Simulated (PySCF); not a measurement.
```yaml
atoms:
  - { symbol: N, position_ang: [1.8488, -0.5289, 0.2726] }
  - { symbol: B, position_ang: [0.6163, 0.4482, -0.3381] }
  - { symbol: O, position_ang: [-0.5079, -0.0317, 0.3769] }
  - { symbol: Si, position_ang: [-2.0679, 0.1186, 0.6092] }
  - { symbol: H, position_ang: [2.7430, -0.3070, -0.1484] }
  - { symbol: H, position_ang: [1.5833, -1.4887, 0.0800] }
  - { symbol: H, position_ang: [1.8707, -0.3793, 1.2755] }
  - { symbol: H, position_ang: [0.5905, 0.2132, -1.5091] }
  - { symbol: H, position_ang: [0.9395, 1.5626, -0.0542] }
  - { symbol: H, position_ang: [-2.3248, -0.9078, 1.6272] }
  - { symbol: H, position_ang: [-2.4405, 1.4499, 1.1094] }
  - { symbol: H, position_ang: [-2.8500, -0.1498, -0.6065] }
```

Geometry: GFN2-xTB.

Computed with CAM-B3LYP/def2-SVPD, SCF density, gas phase in PySCF 2.14.0.

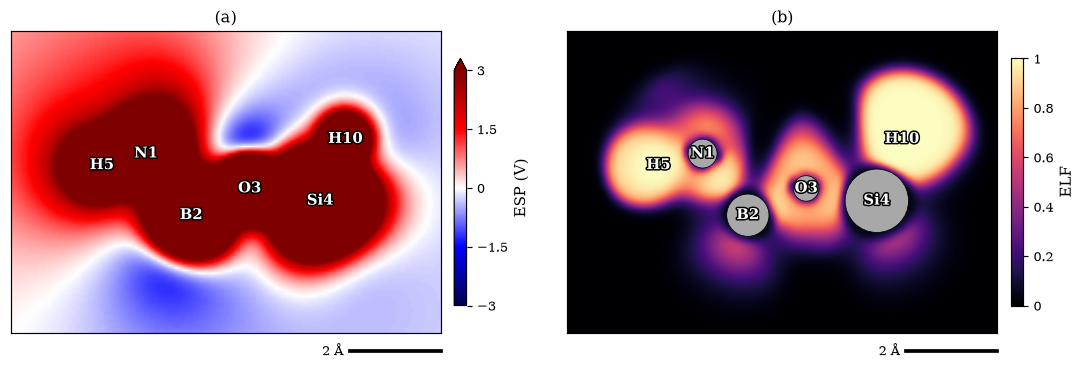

BH8NOSi (SMILES [NH3+][BH2-]O[SiH3]). (a) electrostatic potential; (b) electron localisation function on the plane of atoms B2, O3 and Si4. Grey discs cover the atomic cores in the ELF map.

Interpret the plot.

The plane passes through N, B, O, Si and H nuclei. B–O (1.42 Å): the ELF peaks at about 0.90 between the atoms (a polar covalent bond). Si–O (1.58 Å): the ELF peaks at about 0.85 between the atoms; a polar covalent bond. B–N (1.69 Å): the ELF peaks at about 0.95 between the atoms (a polar covalent bond). N–H (1.01 Å): the ELF climbs to about 1 towards the hydrogen, as it does in any bond to H (an ordinary covalent bond to hydrogen). Si–H (1.47 Å): the ELF climbs to about 1 towards the hydrogen. The ELF also peaks beside O3, away from the bonds: lone-pair regions. Outside the dense part of the molecule the potential is most negative (−1.2 V) near H8, which lies off the plane.
